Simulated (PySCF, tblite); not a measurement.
# CH8S2Si2: a rotation path, then NMR shifts on frames, part 2 of 2

tblite 0.8.0 and PySCF 2.14.0. Atoms count from 0.

**5. Shielding tensors: image 4, PBE0/pcSseg-1**

Job settings and geometry (Å):

```
{"job": {"kind": "nmr", "xc": "PBE0", "basis": "pcSseg-1", "pop": false}, "charge": 0, "multiplicity": 1}
C     -2.497700     0.776300     0.015200
S     -0.700900     0.691700     0.278000
Si    -0.209200    -0.825700    -1.152400
S      1.885600    -1.207700    -1.171800
Si     2.752800    -0.015900     0.412100
H     -2.704400     1.061800    -1.011700
H     -2.876900     1.531400     0.694000
H     -2.945100    -0.185600     0.240800
H     -0.600800    -0.336900    -2.465500
H     -0.885900    -2.060800    -0.783800
H      2.385100     1.371400     0.179900
H      2.225400    -0.522300     1.671000
H      4.167500    -0.277400     0.215200
```

With the program's defaults for keys left out, this is: GIAO PBE0/pcSseg-1 NMR shielding, non-relativistic, gas phase.

The log of the run:

```text
coarse grid: 12544 points
cycle   1  E = -1417.6474590060  dE =  1.883e-01  |g| = 3.109e-01  |ddm| = 3.264e+00
cycle   2  E = -1417.6465911808  dE =  8.678e-04  |g| = 3.281e-01  |ddm| = 8.772e-01
cycle   3  E = -1417.6762602109  dE = -2.967e-02  |g| = 3.499e-02  |ddm| = 4.716e-01
cycle   4  E = -1417.6765301530  dE = -2.699e-04  |g| = 1.351e-02  |ddm| = 5.944e-02
cycle   5  E = -1417.6765824727  dE = -5.232e-05  |g| = 3.698e-03  |ddm| = 2.136e-02
cycle   6  E = -1417.6765856908  dE = -3.218e-06  |g| = 1.021e-03  |ddm| = 4.419e-03
final grid: 101528 points
cycle   7  E = -1417.7081831480  dE = -1.797e-05  |g| = 5.828e-03  |ddm| = 2.128e-02
cycle   8  E = -1417.7081794875  dE =  3.660e-06  |g| = 6.784e-03  |ddm| = 1.181e-02
cycle   9  E = -1417.7081907105  dE = -1.122e-05  |g| = 5.105e-04  |ddm| = 6.800e-03
cycle  10  E = -1417.7081907820  dE = -7.144e-08  |g| = 1.039e-04  |ddm| = 6.576e-04
cycle  11  E = -1417.7081907848  dE = -2.843e-09  |g| = 3.127e-05  |ddm| = 1.700e-04
cycle  12  E = -1417.7081907851  dE = -3.013e-10  |g| = 8.077e-06  |ddm| = 4.990e-05
converged SCF energy = -1417.7081907851

GIAO shielding tensors (ppm)
atom      isotropic    diamagn.    paramagn.     s11        s22        s33       span
  0 C      173.357     250.662     -77.305    161.957    165.664    192.451     30.494
  1 S      721.061    1061.330    -340.269    612.555    641.404    909.224    296.669
  2 Si     360.339     880.142    -519.803    328.572    346.110    406.336     77.764
  3 S      849.346    1060.102    -210.756    765.198    863.275    919.567    154.369
  4 Si     408.366     879.707    -471.341    376.691    404.309    444.097     67.406
  5 H       29.741      29.552       0.190     23.833     27.607     37.783     13.950
  6 H       29.530      29.287       0.243     23.634     26.679     38.276     14.642
  7 H       29.759      29.884      -0.125     23.791     27.646     37.841     14.050
  8 H       26.238      29.453      -3.214     21.919     24.955     31.841      9.921
  9 H       26.194      29.598      -3.404     21.773     24.955     31.856     10.084
 10 H       26.846      30.062      -3.215     22.501     26.408     31.630      9.129
 11 H       26.869      29.873      -3.004     22.978     25.238     32.390      9.411
 12 H       27.128      28.533      -1.405     23.071     24.815     33.497     10.426
```

Wall time 27 s (1 thread of Arm Neoverse N1, shared host); peak memory 0.82 GiB.

Key values: δ C0 13.6, S1 -217, S3 -346, Si2 -11.2, H9 5.52, H8 5.48 ppm.

**6. Shielding tensors: image 6, PBE0/pcSseg-1**

Job settings and geometry (Å):

```
{"job": {"kind": "nmr", "xc": "PBE0", "basis": "pcSseg-1", "pop": false}, "charge": 0, "multiplicity": 1}
C     -2.516000     0.808100    -0.026700
S     -0.704100     0.883800     0.100400
Si    -0.200200    -0.778600    -1.153500
S      1.910600    -1.010100    -1.312600
Si     2.761900    -0.076400     0.442300
H     -2.817200     0.935600    -1.061900
H     -2.904600     1.621200     0.575600
H     -2.869000    -0.142200     0.358700
H     -0.708200    -0.506000    -2.487500
H     -0.759100    -1.991200    -0.570100
H      2.308600     1.303600     0.482900
H      2.312000    -0.831000     1.605300
H      4.180900    -0.216100     0.168300
```

Level: GIAO PBE0/pcSseg-1 NMR shielding, non-relativistic, gas phase.

The log of the run:

```text
coarse grid: 12544 points
cycle   1  E = -1417.6481843860  dE =  1.860e-01  |g| = 3.113e-01  |ddm| = 3.261e+00
cycle   2  E = -1417.6470285446  dE =  1.156e-03  |g| = 3.298e-01  |ddm| = 8.831e-01
cycle   3  E = -1417.6771230481  dE = -3.009e-02  |g| = 3.481e-02  |ddm| = 4.757e-01
cycle   4  E = -1417.6773905988  dE = -2.676e-04  |g| = 1.328e-02  |ddm| = 5.911e-02
cycle   5  E = -1417.6774414197  dE = -5.082e-05  |g| = 3.677e-03  |ddm| = 2.135e-02
cycle   6  E = -1417.6774446558  dE = -3.236e-06  |g| = 1.006e-03  |ddm| = 4.509e-03
final grid: 101528 points
cycle   7  E = -1417.7093621487  dE = -1.751e-05  |g| = 5.802e-03  |ddm| = 2.067e-02
cycle   8  E = -1417.7093584707  dE =  3.678e-06  |g| = 6.780e-03  |ddm| = 1.184e-02
cycle   9  E = -1417.7093696793  dE = -1.121e-05  |g| = 5.065e-04  |ddm| = 6.806e-03
cycle  10  E = -1417.7093697496  dE = -7.024e-08  |g| = 1.038e-04  |ddm| = 6.796e-04
cycle  11  E = -1417.7093697523  dE = -2.776e-09  |g| = 3.371e-05  |ddm| = 1.725e-04
cycle  12  E = -1417.7093697527  dE = -3.558e-10  |g| = 8.323e-06  |ddm| = 5.430e-05
converged SCF energy = -1417.7093697527

GIAO shielding tensors (ppm)
atom      isotropic    diamagn.    paramagn.     s11        s22        s33       span
  0 C      173.669     250.852     -77.184    162.273    166.418    192.315     30.042
  1 S      710.518    1061.079    -350.561    613.183    629.262    889.110    275.928
  2 Si     361.194     880.163    -518.969    325.048    350.670    407.864     82.816
  3 S      841.432    1060.080    -218.648    769.238    848.688    906.371    137.133
  4 Si     408.859     879.738    -470.879    377.735    405.542    443.300     65.565
  5 H       29.747      29.425       0.322     23.837     27.602     37.803     13.966
  6 H       29.538      29.268       0.270     23.658     26.679     38.277     14.619
  7 H       29.792      30.180      -0.388     23.813     27.767     37.797     13.984
  8 H       26.355      29.381      -3.026     22.041     24.983     32.041     10.000
  9 H       26.181      29.851      -3.671     21.686     25.084     31.773     10.086
 10 H       26.909      30.152      -3.243     22.119     27.171     31.437      9.318
 11 H       26.926      29.666      -2.739     23.217     24.849     32.712      9.496
 12 H       27.133      28.539      -1.406     23.053     24.792     33.555     10.502
```

Wall time 27 s (1 thread of Arm Neoverse N1, shared host); peak memory 0.82 GiB.

This run: δ C0 13.3, S1 -207, S3 -338, Si2 -12.0, H9 5.54, H8 5.36 ppm.

**7. Shielding tensors: image 8, PBE0/pcSseg-1**

Job settings and geometry (Å):

```
{"job": {"kind": "nmr", "xc": "PBE0", "basis": "pcSseg-1", "pop": false}, "charge": 0, "multiplicity": 1}
C     -2.562000     0.836100    -0.086500
S     -0.758100     1.052600    -0.044500
Si    -0.192500    -0.718400    -1.106200
S      1.913200    -0.782300    -1.417100
Si     2.796900    -0.140500     0.446000
H     -2.908700     0.862000    -1.114500
H     -2.989000     1.662600     0.471300
H     -2.828600    -0.106200     0.380700
H     -0.775200    -0.697500    -2.435900
H     -0.629600    -1.863600    -0.316000
H      2.293400     1.188000     0.754200
H      2.422400    -1.117900     1.461800
H      4.213300    -0.174300     0.127600
```

Method: GIAO PBE0/pcSseg-1 NMR shielding, non-relativistic, gas phase.

The log of the run:

```text
coarse grid: 12544 points
cycle   1  E = -1417.6492872730  dE =  1.848e-01  |g| = 3.113e-01  |ddm| = 3.260e+00
cycle   2  E = -1417.6475500606  dE =  1.737e-03  |g| = 3.323e-01  |ddm| = 8.922e-01
cycle   3  E = -1417.6783360533  dE = -3.079e-02  |g| = 3.469e-02  |ddm| = 4.842e-01
cycle   4  E = -1417.6786039319  dE = -2.679e-04  |g| = 1.288e-02  |ddm| = 5.833e-02
cycle   5  E = -1417.6786521600  dE = -4.823e-05  |g| = 3.554e-03  |ddm| = 2.114e-02
cycle   6  E = -1417.6786553047  dE = -3.145e-06  |g| = 9.451e-04  |ddm| = 4.640e-03
final grid: 101528 points
cycle   7  E = -1417.7109192207  dE = -1.712e-05  |g| = 5.917e-03  |ddm| = 2.117e-02
cycle   8  E = -1417.7109152022  dE =  4.019e-06  |g| = 6.971e-03  |ddm| = 1.217e-02
cycle   9  E = -1417.7109271144  dE = -1.191e-05  |g| = 5.098e-04  |ddm| = 7.063e-03
cycle  10  E = -1417.7109271862  dE = -7.181e-08  |g| = 1.007e-04  |ddm| = 6.752e-04
cycle  11  E = -1417.7109271887  dE = -2.503e-09  |g| = 3.472e-05  |ddm| = 1.648e-04
cycle  12  E = -1417.7109271891  dE = -3.790e-10  |g| = 8.379e-06  |ddm| = 5.815e-05
converged SCF energy = -1417.7109271891

GIAO shielding tensors (ppm)
atom      isotropic    diamagn.    paramagn.     s11        s22        s33       span
  0 C      174.097     251.136     -77.039    163.139    167.067    192.085     28.947
  1 S      702.313    1060.746    -358.433    593.526    640.906    872.505    278.979
  2 Si     361.243     880.219    -518.976    316.027    355.375    412.327     96.300
  3 S      824.628    1060.070    -235.441    767.718    823.646    882.521    114.802
  4 Si     408.725     879.724    -470.999    378.186    402.788    445.201     67.016
  5 H       29.734      29.375       0.360     23.795     27.612     37.796     14.001
  6 H       29.553      29.188       0.365     23.691     26.666     38.302     14.611
  7 H       29.868      30.438      -0.570     23.961     27.917     37.728     13.767
  8 H       26.455      29.441      -2.987     22.027     25.162     32.176     10.149
  9 H       26.208      30.182      -3.973     21.823     25.141     31.661      9.838
 10 H       26.883      30.040      -3.157     21.841     27.291     31.516      9.675
 11 H       26.978      29.494      -2.516     23.272     24.836     32.825      9.554
 12 H       27.132      28.517      -1.385     23.064     24.764     33.568     10.504
```

Wall time 26 s (1 thread of Arm Neoverse N1, shared host); peak memory 0.82 GiB.

Key values: δ C0 12.8, S1 -199, S3 -321, Si2 -12.1, H9 5.51, H8 5.26 ppm.

**8. Comparing the runs: NMR shifts**

Shifts (ppm) of some atoms, chosen among heavy atoms and hydrogens apart, with basis size and wall time:

| frame | C0 | H8 | H9 | S1 | S3 | Si2 | Si4 | functions | time |
| --- | --- | --- | --- | --- | --- | --- | --- | --- | --- |
| image 0 | 13.2 | 5.48 | 5.33 | -205 | -331 | -11.3 | -59.5 | 153 | 37 s |
| image 2 | 13.6 | 5.52 | 5.44 | -215 | -342 | -11.0 | -59.3 | 153 | 26 s |
| image 4 | 13.6 | 5.48 | 5.52 | -217 | -346 | -11.2 | -59.2 | 153 | 27 s |
| image 6 | 13.3 | 5.36 | 5.54 | -207 | -338 | -12.0 | -59.7 | 153 | 27 s |
| image 8 | 12.8 | 5.26 | 5.51 | -199 | -321 | -12.1 | -59.6 | 153 | 26 s |

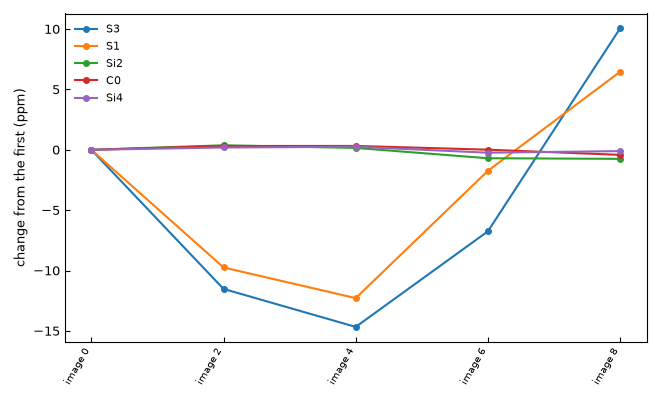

How five of the tabulated atoms move from run to run.

**9. Results**

What follows sums up all 2 parts.

| quantity | value |
| --- | --- |
| barrier | 0.008 eV (0.2 kcal/mol) at image 4 |
| end to end (GFN2-xTB) | 0.000 eV |
| 13C shifts against TMS (PBE0/pcSseg-1, image 0) | 13.2 ppm |
| 1H shifts against TMS (PBE0/pcSseg-1, image 0) | 5.48, 5.33, 4.79, 4.78, 4.58, 2.18, 1.95, 1.90 ppm |
| 33S shifts against CS2 (PBE0/pcSseg-1, image 0) | -205, -331 ppm |
| 29Si shifts against TMS (PBE0/pcSseg-1, image 0) | -11.3, -59.5 ppm |
| surface potential, least and greatest | -0.94 V and 1.42 V |
| range of the shift of S3 | -346 to -321 ppm |

What this shows: Along the band the dihedral turns by 73°, and the top (dihedral 5°) lies 0.2 kcal/mol above the start (GFN2-xTB, rough), so at room temperature this motion is fast. The top was not checked by a frequency run. Shifts at one fixed geometry are not the observed spectrum, which averages over the motion. In the first frame run (image 0): The largest span, 277 ppm, is at S1, where the paramagnetic term is -352 ppm. At PBE0/pcSseg-1, counted by nearest atom on the grid, the HOMO lies on S1 78 %, the LUMO on S3 14 %; Si2, Si4 about 11 % each. In ppm, S3 moves most: its shift spreads over 25 ppm, from -346 (image 4) to -321 (image 8).
